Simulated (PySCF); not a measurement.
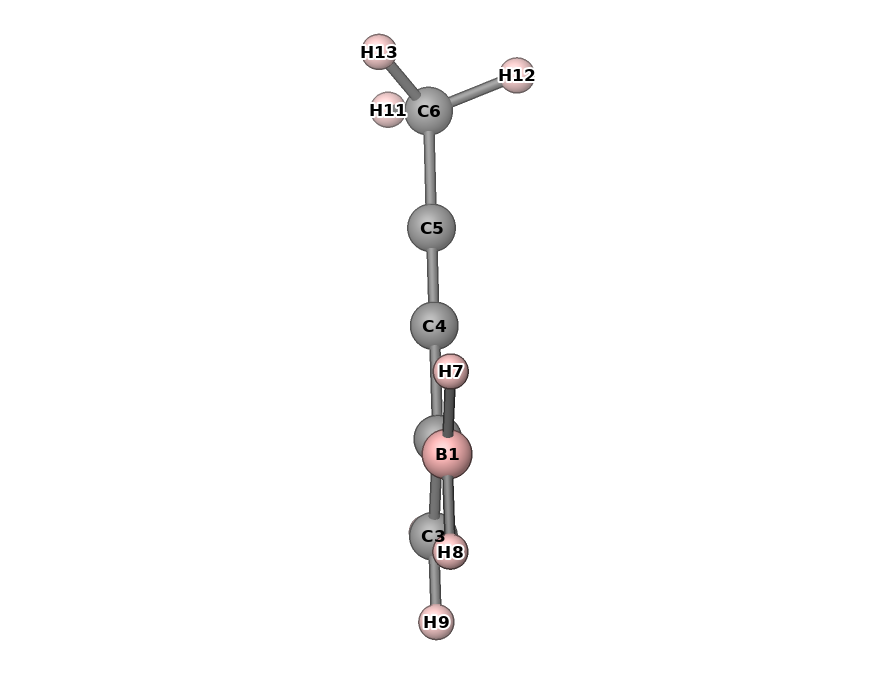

C2 lies behind B1. The molecule seen nearly along the B1–C2 bond, B1 in front. Depth is shown by fading: the farther an atom, the more it takes the colour of the background. The computed structure is the end point of a PBE0-D3(BJ)/def2-SVP optimisation. No frequency run is at hand to confirm it as a minimum.

> What is the torsion angle H7–B1–C2–C3? The sign is positive where the front bond must turn clockwise to cover the back bond.

180°, antiperiplanar (anti).
